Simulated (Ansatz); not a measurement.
**(110) slab of zincblende BN, 8.9 Å thick as cut, bare faces**

Wanted: surface relaxation, gap and band-edge positions (PBEsol and HSE06).

Method: density functional theory in Ansatz 0.2.0, PAW datasets, plane waves.

## 1. The starting cell

16 atoms (8 B, 8 N); a = 2.550 Å, b = 3.606 Å, c = 21.924 Å, α = 90.00°, β = 90.00°, γ = 90.00°. All atoms were shaken off their sites by about 0.02 Å along each axis.

The runs, in order: (2) PBEsol relaxation at a 6×4×1 mesh, on 1 × NVIDIA H100 80GB HBM3 with 2 threads of AMD EPYC 7R13; (3) HSE06 single point at a 4×3×1 mesh, on 1 × NVIDIA H100 80GB HBM3 with 2 threads of AMD EPYC 7R13.

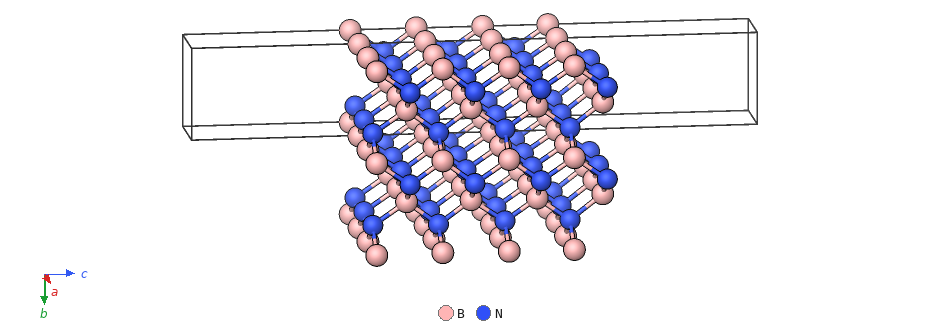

Start, viewed from the side, with c running across the picture; boron pink, nitrogen blue. 3×2×1 cells are drawn. Atoms on faces are repeated.

## 2. Relaxation of the positions (PBEsol)

Input file in.yaml:

```yaml
crystal:
  lattice:
    - [1.802898, -1.802898, 0.000000]
    - [0.000000, 0.000000, 3.605795]
    - [-15.502530, -15.502530, 0.000000]
  atoms:
    - { symbol: B, position: [0.989430, 0.004646, 0.530335] }
    - { symbol: B, position: [0.999658, 0.006693, 0.295999] }
    - { symbol: B, position: [0.989046, 0.005359, 0.645466] }
    - { symbol: B, position: [0.987793, 0.999727, 0.412954] }
    - { symbol: B, position: [0.481877, 0.484132, 0.703497] }
    - { symbol: B, position: [0.497691, 0.506663, 0.470553] }
    - { symbol: B, position: [0.499023, 0.507613, 0.587462] }
    - { symbol: B, position: [0.491532, 0.509747, 0.356580] }
    - { symbol: N, position: [0.983816, 0.248923, 0.703669] }
    - { symbol: N, position: [0.011007, 0.251865, 0.469091] }
    - { symbol: N, position: [0.999307, 0.243884, 0.586533] }
    - { symbol: N, position: [0.996717, 0.248255, 0.355074] }
    - { symbol: N, position: [0.508551, 0.750348, 0.645200] }
    - { symbol: N, position: [0.497160, 0.762886, 0.412892] }
    - { symbol: N, position: [0.497925, 0.745728, 0.530345] }
    - { symbol: N, position: [0.514281, 0.753248, 0.296549] }
kpoints:
  mp_grid: { grid: [6, 4, 1] }
hamiltonian:
  xc: pbesol
scf:
  occupations: { method: fermi_dirac, width: 0.01 }
relax:
  f_tol: 0.03
  max_steps: 80
  escape_saddle: false
  adjacent_minimum: "off"
output:
  forces: true
  eigenvalues: true
  populations: true
  write_density: true
  write_potential: true
  elf: true
  volumetric_format: npy
```

The run is started by

```console
> ansatz run in.yaml --threads 2 --pin off --max-ram 30400MiB --runs-dir r --events-out ev --progress --plain --backend cuda --devices 0, --max-vram 18GiB
```

What it wrote:

```text
Pseudopotentials: kind: paw
Functional definition: PBEsol
  exchange = pbesol_x
  correlation = pbesol_c
Crystal: 16 atoms, lattice volume = 201.560 Å³
Basis set: ecut = 420 eV, 3965 PW (Γ), exchange–correlation on 36×50×300 points (8 copies of the dense FFT grid, shifted against one another)
Bands: 48, of which v1, the nominal top of the filled ones, is band 32 counted from 1 (31 counted from 0)
Symmetry: 1 space group operations
Space group: P1 (ITA 1), of the structure as read, at distance tolerance 5.9e-5 Å
k-points: 14 of 24 (time reversal used)
Non-local potential: B, projectors of the file, l = 0: 2, l = 1: 2, l = 2: 1
Non-local potential: N, projectors of the file, l = 0: 2, l = 1: 2, l = 2: 1
PAW form: soft (Blöchl's): semilocal exchange-correlation on the pseudo side does not see the compensation charge
PAW frozen core: B, regenerated for the run's functional, and the local potential with it (the file was generated under x = pbe(κ = 0.804, μ = 0.2195149727645171), c = pbe(β = 0.06672455060314922))
PAW frozen core: N, regenerated for the run's functional, and the local potential with it (the file was generated under x = pbe(κ = 0.804, μ = 0.2195149727645171), c = pbe(β = 0.06672455060314922))
PAW one-centre angular grid: B, 110 points (default); XC on 64 Gauss nodes
PAW one-centre angular grid: N, 110 points (default); XC on 64 Gauss nodes
Initial density: superposition of atomic densities (neutral atoms: chi_scale 0, normalization atom), corrected by the library's trained network
Initial wavefunctions: pseudopotential atomic-orbital guess
Functional: x = pbesol(κ = 0.804, μ = 0.12345679012345678), c = pbesol(β = 0.046)
SCF iter   1: F=—  HF=-4264.800837 eV  |F-HF|=—  |Δ(HF+E_count)|=         —  Δρ=6.96e-3  dr2=9.78e-2  ethr=1.77e-3  ⟨swp⟩=13.1  Hψ=4786  notcnv=0  defer=70
preconditioner: auto → Resta (q_TF=auto, 2.253 Å⁻¹)  ε∞=2.7  [insulator: Δε(μ)=1.929 eV  Ē_g=15.878 eV  σ=0.010 eV  W_gap=1.00  n_scr=32 (ndim 8)  ℏωp=20.9 eV  f_vac=0.456  D(μ)=0.00/eV (n_scr^D=0)  ε∞_Penn≈2.7  vacuum switching on, ρ_ref=1.8e-2 e/Å³]
SCF iter   2: F=—  HF=-4264.777759 eV  |F-HF|=—  |Δ(HF+E_count)|=   2.31e-2  Δρ=2.84e-3  dr2=1.36e-2  ethr=1.53e-4  ⟨swp⟩=3.3  Hψ=1314  notcnv=0  defer=151
SCF iter   3: F=—  HF=-4264.776066 eV  |F-HF|=—  |Δ(HF+E_count)|=   1.69e-3  Δρ=1.15e-3  dr2=2.25e-3  ethr=2.13e-5  ⟨swp⟩=4.0  Hψ=1103  notcnv=0  defer=151
SCF iter   4: F=—  HF=-4264.775895 eV  |F-HF|=—  |Δ(HF+E_count)|=   1.71e-4  Δρ=3.11e-4  dr2=1.42e-4  ethr=3.52e-6  ⟨swp⟩=3.1  Hψ=1311  notcnv=0  defer=150
SCF iter   5: F=—  HF=-4264.775912 eV  |F-HF|=—  |Δ(HF+E_count)|=   1.66e-5  Δρ=1.08e-4  dr2=1.63e-5  ethr=2.22e-7  ⟨swp⟩=2.7  Hψ=1065  notcnv=0  defer=150
SCF iter   6: F=-4264.775914 eV  HF=-4264.775913 eV  |F-HF|=1.96e-7  |Δ(HF+E_count)|=   1.61e-6  Δρ=3.38e-5  dr2=1.81e-6  ethr=2.55e-8  ⟨swp⟩=33.5  Hψ=9619  notcnv=0
SCF 1 converged in 6 iterations: F = -4264.775914 eV  dr2 = 1.81e-6
relax step   1: F+E_penalty+E_count = -4264.77591359 eV  Δ(F+E_penalty+E_count) = +0.000e0 eV  max|allowed force component| = 4.895e0 eV/Å  Δτ_max = 0.0000 Å  (6 SCF iters, dr2 threshold 2.25e-5 eV, accepted)
Initial density: handed on by an earlier stage of this run
Initial wavefunctions: those handed on with the density
iter 1 solved again at ethr=3.95e-4 eV; its pass at ethr=3.10e-3 eV (dr2=2.53e-1 eV) is discarded
SCF iter   1: F=—  HF=-4266.551930 eV  |F-HF|=—  |Δ(HF+E_count)|=         —  Δρ=1.26e-2  dr2=2.45e-1  ethr=3.95e-4  ⟨swp⟩=1.6  Hψ=3199  notcnv=0  defer=155
preconditioner: auto → Resta (q_TF=auto, 2.253 Å⁻¹)  ε∞=2.7  [insulator: Δε(μ)=2.115 eV  Ē_g=16.286 eV  σ=0.010 eV  W_gap=1.00  n_scr=32 (ndim 8)  ℏωp=20.9 eV  f_vac=0.471  D(μ)=0.00/eV (n_scr^D=0)  ε∞_Penn≈2.7  vacuum switching on, ρ_ref=1.9e-2 e/Å³]
SCF iter   2: F=—  HF=-4266.535440 eV  |F-HF|=—  |Δ(HF+E_count)|=   1.65e-2  Δρ=6.06e-3  dr2=3.90e-2  ethr=3.84e-4  ⟨swp⟩=2.9  Hψ=977  notcnv=0  defer=155
SCF iter   3: F=—  HF=-4266.547314 eV  |F-HF|=—  |Δ(HF+E_count)|=   1.19e-2  Δρ=2.51e-3  dr2=8.61e-3  ethr=6.10e-5  ⟨swp⟩=3.4  Hψ=1199  notcnv=0  defer=156
SCF iter   4: F=—  HF=-4266.550939 eV  |F-HF|=—  |Δ(HF+E_count)|=   3.62e-3  Δρ=4.47e-4  dr2=4.58e-4  ethr=1.35e-5  ⟨swp⟩=3.1  Hψ=996  notcnv=0  defer=156
SCF iter   5: F=—  HF=-4266.551173 eV  |F-HF|=—  |Δ(HF+E_count)|=   2.34e-4  Δρ=1.91e-4  dr2=7.91e-5  ethr=7.16e-7  ⟨swp⟩=3.6  Hψ=1367  notcnv=0  defer=156
SCF iter   6: F=-4266.551184 eV  HF=-4266.551183 eV  |F-HF|=9.85e-7  |Δ(HF+E_count)|=   1.00e-5  Δρ=6.03e-5  dr2=5.42e-6  ethr=1.24e-7  ⟨swp⟩=33.1  Hψ=10012  notcnv=0
SCF 2 converged in 6 iterations: F = -4266.551184 eV  dr2 = 5.42e-6
relax step   2: F+E_penalty+E_count = -4266.55118422 eV  Δ(F+E_penalty+E_count) = -1.775e0 eV  max|allowed force component| = 2.567e0 eV/Å  Δτ_max = 0.1949 Å  (6 SCF iters, dr2 threshold 1.00e-4 eV, accepted)
SCF iter   1: F=—  HF=-4267.169847 eV  |F-HF|=—  |Δ(HF+E_count)|=         —  Δρ=1.36e-2  dr2=3.57e-1  ethr=1.77e-3  ⟨swp⟩=5.3  Hψ=1938  notcnv=0  defer=156
preconditioner: auto → Resta (q_TF=auto, 2.253 Å⁻¹)  ε∞=2.6  [insulator: Δε(μ)=2.120 eV  Ē_g=16.575 eV  σ=0.010 eV  W_gap=1.00  n_scr=32 (ndim 8)  ℏωp=20.9 eV  f_vac=0.474  D(μ)=0.00/eV (n_scr^D=0)  ε∞_Penn≈2.6  vacuum switching on, ρ_ref=2.0e-2 e/Å³]
SCF iter   2: F=—  HF=-4267.061850 eV  |F-HF|=—  |Δ(HF+E_count)|=   1.08e-1  Δρ=5.67e-3  dr2=4.74e-2  ethr=5.58e-4  ⟨swp⟩=3.4  Hψ=1204  notcnv=0  defer=152
SCF iter   3: F=—  HF=-4267.051521 eV  |F-HF|=—  |Δ(HF+E_count)|=   1.03e-2  Δρ=1.86e-3  dr2=4.54e-3  ethr=7.41e-5  ⟨swp⟩=3.4  Hψ=1094  notcnv=0  defer=152
[... from here the SCF cycle lines were not kept, up to the last twenty ...]
relax step   3: F+E_penalty+E_count = -4267.05106935 eV  Δ(F+E_penalty+E_count) = -4.999e-1 eV  max|allowed force component| = 4.867e-1 eV/Å  Δτ_max = 0.0951 Å  (6 SCF iters, dr2 threshold 1.00e-4 eV, accepted)
[... 7 lines left out ...]
relax step   4: F+E_penalty+E_count = -4267.06577340 eV  Δ(F+E_penalty+E_count) = -1.470e-2 eV  max|allowed force component| = 1.497e-1 eV/Å  Δτ_max = 0.0142 Å  (5 SCF iters, dr2 threshold 1.48e-5 eV, accepted)
[... 7 lines left out ...]
relax step   5: F+E_penalty+E_count = -4267.06725180 eV  Δ(F+E_penalty+E_count) = -1.478e-3 eV  max|allowed force component| = 1.245e-2 eV/Å  Δτ_max = 0.0045 Å  (4 SCF iters, dr2 threshold 1.40e-6 eV, accepted)
iter 1 solved again at ethr=1.35e-9 eV; its pass at ethr=3.10e-3 eV (dr2=8.61e-7 eV) is discarded
SCF iter   1: F=—  HF=-4267.067139 eV  |F-HF|=—  |Δ(HF+E_count)|=         —  Δρ=2.78e-5  dr2=8.60e-7  ethr=1.35e-9  ⟨swp⟩=1.0  Hψ=1680  notcnv=0
preconditioner: auto → Resta (q_TF=auto, 2.253 Å⁻¹)  ε∞=2.6  [insulator: Δε(μ)=2.396 eV  Ē_g=16.547 eV  σ=0.010 eV  W_gap=1.00  n_scr=32 (ndim 8)  ℏωp=20.9 eV  f_vac=0.474  D(μ)=0.00/eV (n_scr^D=0)  ε∞_Penn≈2.6  vacuum switching on, ρ_ref=2.0e-2 e/Å³]
SCF iter   2: F=—  HF=-4267.067252 eV  |F-HF|=—  |Δ(HF+E_count)|=   1.13e-4  Δρ=1.40e-5  dr2=1.70e-7  ethr=1.34e-9  ⟨swp⟩=2.0  Hψ=876  notcnv=0
SCF iter   3: F=-4267.067252 eV  HF=-4267.067252 eV  |F-HF|=2.41e-9  |Δ(HF+E_count)|=   3.04e-8  Δρ=5.49e-6  dr2=3.55e-8  ethr=1.56e-10  ⟨swp⟩=15.4  Hψ=6413  notcnv=0
SCF 6 converged in 3 iterations: F = -4267.067252 eV  dr2 = 3.55e-8
relax step   6: F+E_penalty+E_count = -4267.06725206 eV  Δ(F+E_penalty+E_count) = -2.583e-7 eV  max|allowed force component| = 1.249e-2 eV/Å  Δτ_max = 0.0000 Å  (3 SCF iters, accepted)
SCF converged after 3 iterations
Free energy (F): -4267.067252 eV
Harris-Foulkes:  -4267.067252 eV  (|F-HF|=2.41e-9)
Internal energy: -4267.067252 eV  (E = F + TS)
E sigma→0 (E₀):  -4267.067252 eV
Fermi energy:    2.948271 eV
--- Per-component energies (eV) ---
  E_band       = -395.929459
  E_kinetic    = 1473.986297
  E_local      = -44081.506336  (includes V_loc(G=0)·N_el)
  E_nonlocal   = 456.677847
  E_hartree    = 21428.492113
  E_xc         = -738.370783
  E_vxc        = -921.336686  (∫ρ·V_xc dr)
  E_paw        = -1588.594688  (= ΣΔE_a)
  E_vpaw       = -180.723972  (= ΣTr[D̂ρ^β])
  E_aug_tail   = 0.000791  (compensation charges beyond the density's cutoff)
  E_ewald      = 18781.905028
  E_core_change = 0.342478  (= ΣΔE_core)
  E_smearing   = -0.000000  (= −TS)
  E_closure    = -0.000000  (closes the sum)
  Σ components = -4267.067252   (vs F -4267.067252, Δ=0.00e0)
--- Forces (eV/Å), atoms counted from 1 ---
  atom   1  B     -0.00763243    -0.00667143    -0.00535765
  atom   2  B      0.00480006     0.00437600    -0.00032719
  atom   3  B     -0.01034163    -0.00501112    -0.00009694
  atom   4  B     -0.00268451    -0.00218558     0.00009419
  atom   5  B     -0.00346177    -0.00974433     0.00158556
  atom   6  B     -0.00243550    -0.00310664    -0.00295235
  atom   7  B     -0.00336776    -0.00571425    -0.00051241
  atom   8  B      0.00529315     0.00436678    -0.00016490
  atom   9  N     -0.00008136     0.00546291    -0.00026353
  atom  10  N      0.00018722     0.00170808    -0.00622539
  atom  11  N      0.01212354     0.01249565     0.01079775
  atom  12  N     -0.00382423    -0.00322424     0.00059907
  atom  13  N      0.00663084     0.00400808     0.00465704
  atom  14  N     -0.00243504    -0.00288397     0.00894827
  atom  15  N      0.00845561     0.00673427    -0.01067576
  atom  16  N     -0.00117900    -0.00053879    -0.00010985
  max |Σ_I F_I| component: 7.14e-5 eV/Å
--- Band table (eV; the first three rows and the last of 14) ---
  k-point 0: bands = [... 20 lower levels ..., "-2.5324", "-1.9585", "-1.7480", "-1.5136", "-0.4353", "-0.0989", "0.1699", "0.3009", "0.8675", "1.2526", "1.5115", "1.7531", "6.1241", "6.8226", "7.3673", "7.5805", "8.4792", "8.5451", "9.3676", "9.8030", "10.4279", "10.4651", "10.5296", "11.0191", ... 4 higher levels ...]
  k-point 1: bands = [... 20 lower levels ..., "-2.1831", "-1.6804", "-1.3290", "-1.0910", "-0.5678", "-0.2669", "-0.1585", "0.1327", "0.1756", "0.2506", "1.4151", "1.5930", "6.4380", "6.6963", "7.5222", "8.2369", "9.0707", "9.1275", "9.9278", "10.2777", "10.4165", "11.0914", "11.1209", "11.3580", ... 4 higher levels ...]
  k-point 2: bands = [... 20 lower levels ..., "-1.1933", "-1.1914", "-1.1160", "-1.1150", "-0.8474", "-0.8460", "-0.7256", "-0.7246", "-0.6078", "-0.6045", "1.3239", "1.3284", "6.4992", "6.5053", "8.8640", "8.8650", "9.9649", "9.9658", "10.8814", "10.8831", "11.0112", "11.0118", "11.5230", "11.5237", ... 4 higher levels ...]
  k-point 13: bands = [... 20 lower levels ..., "-3.4940", "-3.4937", "-2.8099", "-2.8093", "-1.8558", "-1.8556", "-1.4139", "-1.4119", "-0.8328", "-0.8289", "1.5969", "1.6008", "5.7899", "5.7949", "10.4769", "10.4811", "11.0858", "11.0874", "11.7186", "11.7228", "12.0283", "12.0291", "12.6826", "12.6853", ... 4 higher levels ...]
--- Relaxed structure (6 steps of the walk, 6 accepted, 0 SCFs on fresh bases) ---
  F+E_penalty+E_count = -4267.06725206 eV   max|allowed force component| = 1.249e-2 eV/Å
  atoms:
    - { symbol: B, position: [0.9965459791543279, 0.006852152818224126, 0.5293577106594468] }
    - { symbol: B, position: [0.9965498267814809, -0.044887453943255495, 0.30657905990028056] }
    - { symbol: B, position: [0.9966129712028913, 0.00391791521897475, 0.6479427824430459] }
    - { symbol: B, position: [0.9965541873341439, 1.0047280521570374, 0.41344871845039605] }
    - { symbol: B, position: [0.49652722387324344, 0.4548445919855881, 0.6936918716860756] }
    - { symbol: B, position: [0.4965433184965249, 0.5068752801509434, 0.4709059708043679] }
    - { symbol: B, position: [0.496518704179171, 0.5046047222389846, 0.5868173310594065] }
    - { symbol: B, position: [0.49654145084794243, 0.5041380999970605, 0.35232952551730257] }
    - { symbol: N, position: [0.9965820045818705, 0.27055821636992355, 0.7035220433693761] }
    - { symbol: N, position: [-0.0034414818505217326, 0.2569794378909209, 0.4709386453988027] }
    - { symbol: N, position: [0.9965427524062842, 0.2553934952887485, 0.5872871887449503] }
    - { symbol: N, position: [0.9965507089844872, 0.26132479422438654, 0.35340621757427665] }
    - { symbol: N, position: [0.49655948231975344, 0.761087229467801, 0.6468699556699345] }
    - { symbol: N, position: [0.49654648475328744, 0.7555321016977045, 0.4129990736330146] }
    - { symbol: N, position: [0.49652671805530835, 0.7569635664860533, 0.5293435112116294] }
    - { symbol: N, position: [0.49655366887980334, 0.7708047979509042, 0.2967593938776944] }
--- Löwdin populations: 16 sites ---
  site symbol       q [e]
     0      B      2.7033
     1      B      2.5187
     2      B      2.6818
     3      B      2.7024
     4      B      2.5187
     5      B      2.7033
     6      B      2.7025
     7      B      2.6818
     8      N      5.3996
     9      N      5.2660
    10      N      5.2818
    11      N      5.2738
    12      N      5.2738
    13      N      5.2818
    14      N      5.2660
    15      N      5.3996
  spilling = 0.005393 (of n_electrons = 64.000000)
```

Run time: 22 s. Hardware: 1 × NVIDIA H100 80GB HBM3 with 2 threads of AMD EPYC 7R13, shared host; peak host memory 1.2 GiB.

Recorded steps of the relaxation:

| accepted step | energy change (eV) | largest force component (eV/Å) | SCF cycles |
| --- | --- | --- | --- |
| 1 | 0.000 | 4.895 | 6 |
| 2 | -1.775 | 2.567 | 6 |
| 3 | -2.275 | 0.487 | 6 |
| 4 | -2.290 | 0.150 | 5 |
| 5 | -2.291 | 0.012 | 4 |
| 6 | -2.291 | 0.012 | 3 |

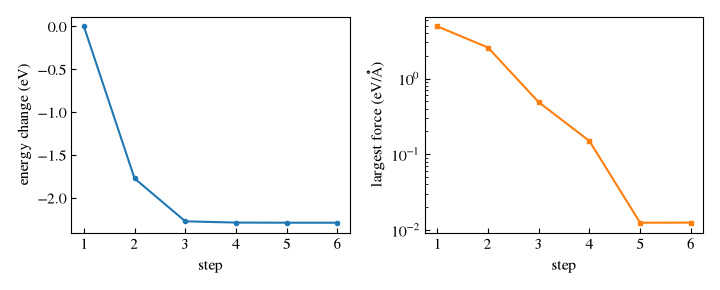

Energy and largest force component along the relaxation.

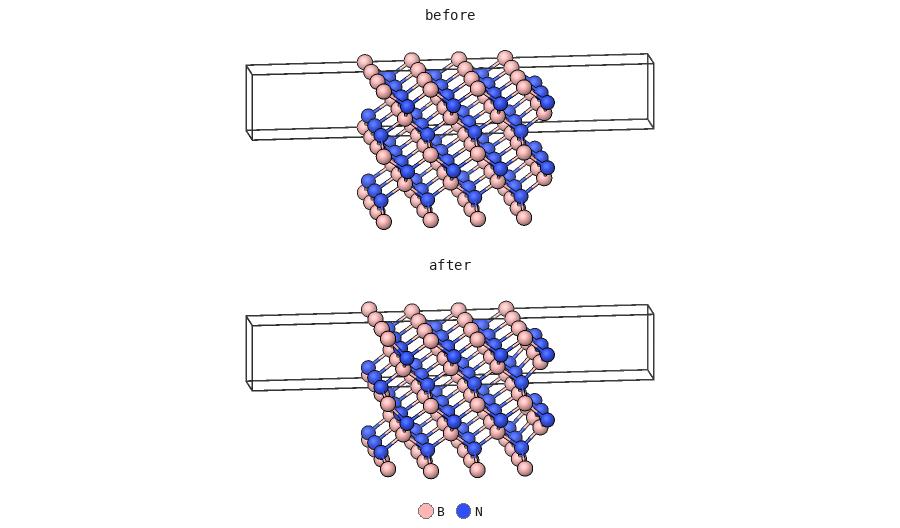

Before and after, at one scale. 3×2×1 cells are drawn.

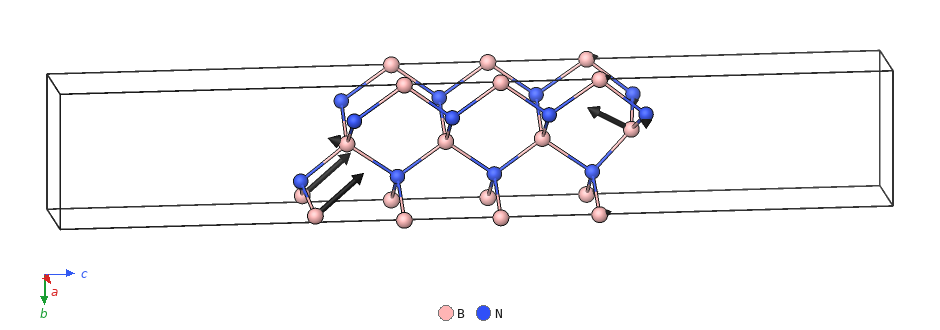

The relaxed cell; black arrows show the larger shifts of the atoms, drawn 6 times longer.

Bonds in the relaxed cell, counted within a distance cut:

| pair | count | mean (Å) | spread (Å) | least | most |
| --- | --- | --- | --- | --- | --- |
| B–N | 30 | 1.546 | 0.043 | 1.454 | 1.610 |

At a 6×4×1 mesh the filled levels end at 1.753 eV and the empty ones begin at 4.149 eV, a spacing of 2.40 eV.

The top filled level lies 6.68 eV and the lowest empty level 4.28 eV below the vacuum level.

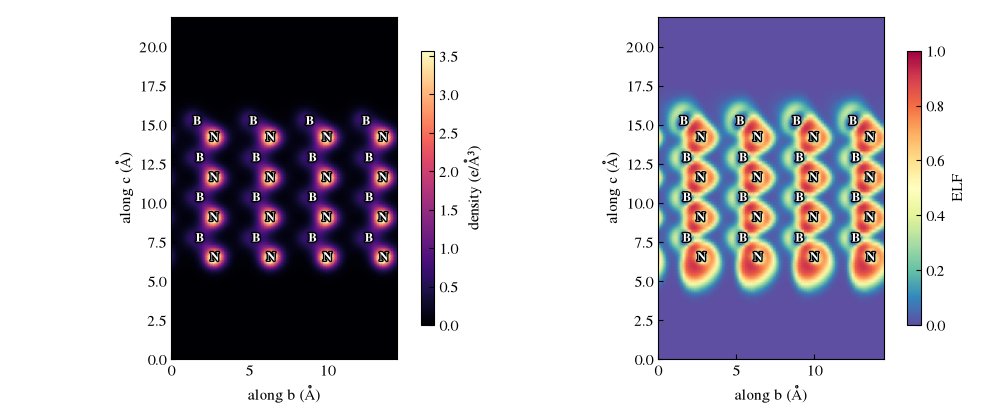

Density (left) and ELF (right) in a lattice plane of the grid's cell (edges 3.61 and 21.92 Å, at 0.497 of the third edge), which holds B and N. Only atoms in the plane are labelled. Both are smooth fields of the valence electrons: close to the nuclei they are not physical.

The highest ELF values outside the cores: 0.93 on the N–B line, 0.7 Å from N; 0.92 beside N, off the lines to its neighbours, 0.8 Å from N.

[end of part 1 of 2]
